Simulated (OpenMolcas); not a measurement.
**A ladder of methods for SiNH3 (SMILES N[SiH])**

The species is SiNH3 (5 atoms), meant as a singlet with charge 0. As SMILES, `N[SiH]`. The shape is that of a GFN2-xTB optimisation. This is one conformer, not always the lowest.

```xyz
5

N    -0.2987   -0.4693    0.1229
Si    0.0054    1.1950    0.3897
H     0.1891   -1.0675   -0.5292
H    -1.0095   -0.9776    0.6207
H     1.1137    1.3194   -0.6042
```

Each level gives the energy change with the Si2–H5 bond stretched from 1.494 to 2.241 Å (eV). The values are calculated.

| level | kind | program | value (eV) | less FCI/STO-3G | CPU time (all runs) |
| --- | --- | --- | --- | --- | --- |
| SVWN5/STO-3G (restricted) | LDA | OpenMolcas | 2.44 | +0.01 | 7.4 s |
| PBE/STO-3G (restricted) | GGA | OpenMolcas | 2.32 | -0.11 | 8.6 s |
| r2SCAN/STO-3G (restricted) | meta-GGA | OpenMolcas | 2.50 | +0.07 | 10 s |
| MP2/STO-3G (restricted) | perturbation theory | OpenMolcas | 2.90 | +0.47 | 3 s |
| CASSCF(2,2)/STO-3G | multireference | OpenMolcas | 2.29 | -0.14 | 2.9 s |
| MRCI(2,2)/STO-3G | multireference | OpenMolcas | 2.43 | 0.00 | 3.1 s |
| SC-NEVPT2(2,2)/STO-3G | multireference | OpenMolcas | 2.31 | -0.12 | 2.9 s |
| CISD/STO-3G (restricted) | coupled cluster or CI | OpenMolcas | 2.65 | +0.22 | 3.1 s |
| FCI/STO-3G | exact in the basis | OpenMolcas | 2.43 | 0.00 | 26 s |

FCI/STO-3G is exact within its basis and frozen core, so for wave-function methods in that basis the difference is their error; functionals converge differently with the basis, so for them it is only a difference. The first shape isn't each level's own minimum. The values span 2.29 to 2.90 eV. All rows use very small basis sets, so even the best lies far from the true value. Times are those of the runs behind each value, whatever else they computed, on shared processors of several kinds: orders of magnitude only.

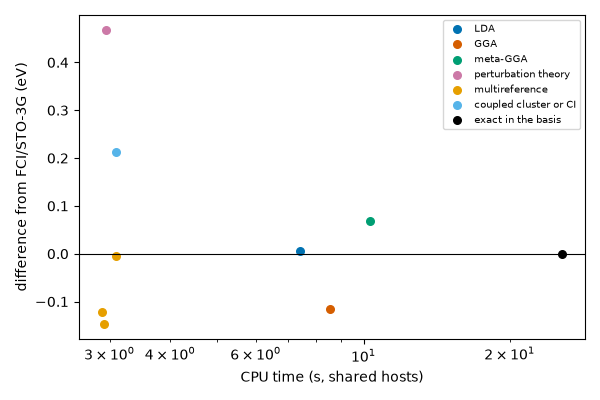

Difference from FCI/STO-3G against processor time, one point a level.
